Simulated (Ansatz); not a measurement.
CH3NOSi (SMILES N#CO[SiH3])

```xyz
7

N     2.1959   -1.6506    0.8459
C     1.1636   -1.0520    0.8205
O     0.0112   -0.4267    0.8829
Si   -0.7054    0.6004   -0.4193
H    -0.9090   -0.2591   -1.6425
H    -1.9952    1.0430    0.2056
H     0.2388    1.7449   -0.6931
```

Theory: RKS PBE-D4/6-31G in Ansatz.

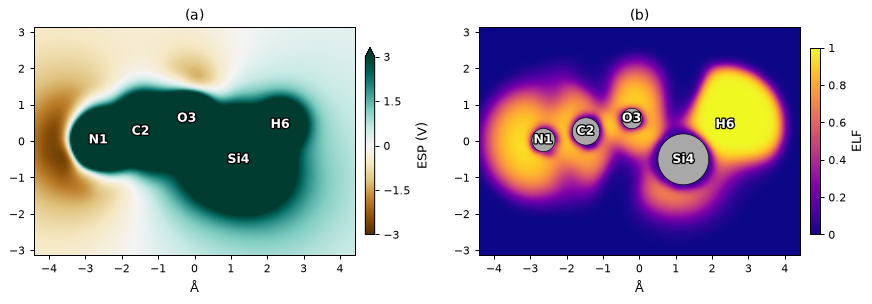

Figure 1. (a) electrostatic potential; (b) ELF on the plane of atoms C2, O3 and Si4. Grey discs cover the atomic cores in the ELF map.

Describe what can be read from this map.

Atoms in the plane: N, C, O, Si and H. C–N (1.19 Å): the ELF peaks at about 0.85 between the atoms: a multiple bond. C–O (1.31 Å): the ELF peaks at about 0.90 between the atoms (a polar covalent bond). Si–O (1.81 Å): the ELF peaks at about 0.85 between the atoms (a polar covalent bond). Si–H (1.50 Å): the ELF climbs to about 1 towards the hydrogen, as it does in any bond to H. The ELF also peaks beside N1 and O3, away from the bonds: lone-pair regions. Outside the dense part of the molecule the potential is most negative (−2.7 V) near N1.

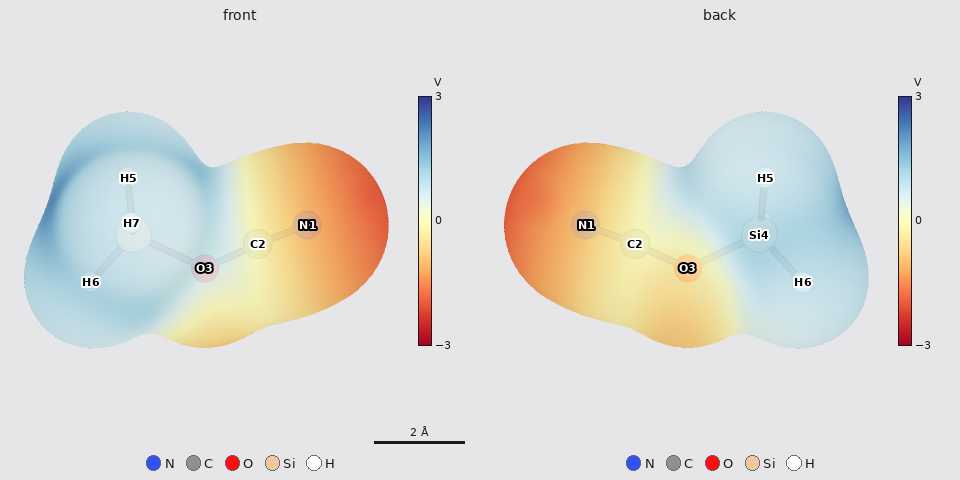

Figure 2. The molecular electrostatic potential painted on the density surface at 0.001 e/bohr³, seen from the front and from behind; red is negative and blue positive.

Which sites attract a positive test charge, and which a negative one?

A positive charge is drawn to the negative regions and a negative charge to the positive ones. The most negative region (about −1.9 V) lies over N1, the most positive (about +2.0 V) over Si4. N1 is the likeliest acceptor of a hydrogen bond.

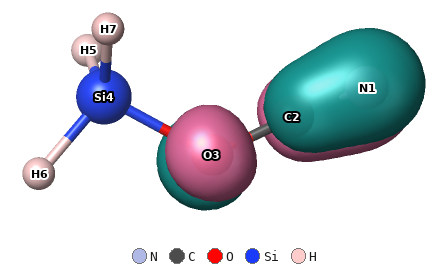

Figure 3. The HOMO at ±0.15 Å⁻³ᐟ² (teal and pink are the two phases), seen across its widest extent.

Where does this orbital lie, and at what energy?

Its weight (Hirshfeld) is mainly on N1 (about 45 %), O3 (about 30 %) and C2 (about 20 %); largely a combination of lone pairs on N1 and O3. Its energy is −6.79 eV.
